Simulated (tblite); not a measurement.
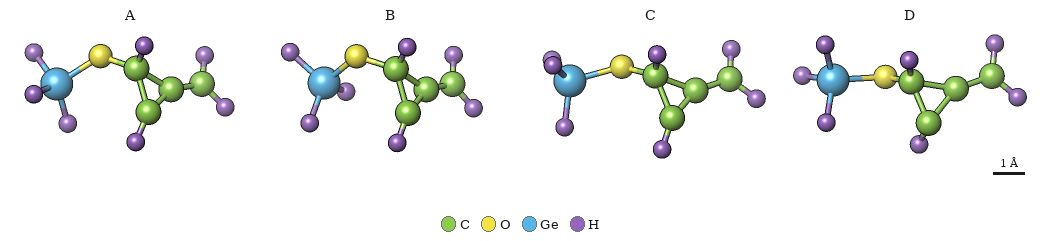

4 geometries from one relaxation of C4H7GeO (multiplicity 2), in shuffled order. A ball-and-stick model, seen face on.

The calculation used tblite 0.8.0, GFN2-xTB geometry optimisation, gas phase. 

Order the frames from highest to lowest energy.

Answer. D, C, A, B. They are steps 0, 111, 131, 169, at +1.062 eV, +0.090 eV, +0.053 eV relative to the last. The energy falls by 1.062 eV in 169 geometry steps. The atom that moves furthest after the best rigid fit is an H atom (2.90 Å). Largest moves by element: H 2.90 Å, O 1.47 Å, C 0.78 Å, Ge 0.56 Å. Near-neighbour distances that change, for instance: C–C 1.540 → 1.364 Å, Ge–H 1.540 → 1.487 Å, Ge–H 1.552 → 1.503 Å, C–H 1.112 → 1.064 Å. Bond angles that change, for instance: C–C–H 108.4° → 146.0°, C–C–H 112.4° → 143.0°, C–O–Ge 107.1° → 126.2°. Groups turn about C–O by about 125°.
